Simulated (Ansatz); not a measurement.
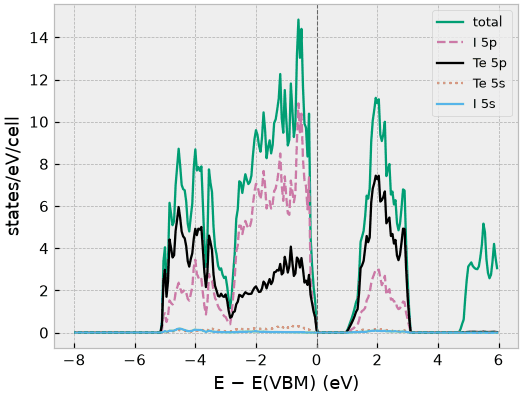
*Total and projected density of states of TeI in space group C2/m (No. 12; I on 4i, Te on 4i, I on 4i, Te on 4i), DFT-r²SCAN+D4 in the program Ansatz with PAW potentials*

Question: Which orbitals carry the states next to the gap?

Answer: Top 1 eV of the valence band: I 5p 68 %, Te 5p 29 %. Bottom 1 eV of the conduction band: Te 5p 68 %, I 5p 25 %. Projections are on Löwdin-orthogonalised atomic valence shells; empty p or d shells of many metals are not among them.

Question: Where is the tallest occupied peak in this window, and what makes it?

Answer: Near -0.6 eV, about 15 states/eV per cell; the largest projected share is I 5p.

The workflow started from an entry of the Crystallography Open Database (COD), which files this formula under 2 space groups. Its standing as an ambient phase is unchecked. The cell was relaxed with r²SCAN+D4 under the symmetry of its start; whether a distortion lowers the energy is not shown. Spin–orbit coupling is left out wherever it is not named.

Potentials: the later of the program's two PAW sets.
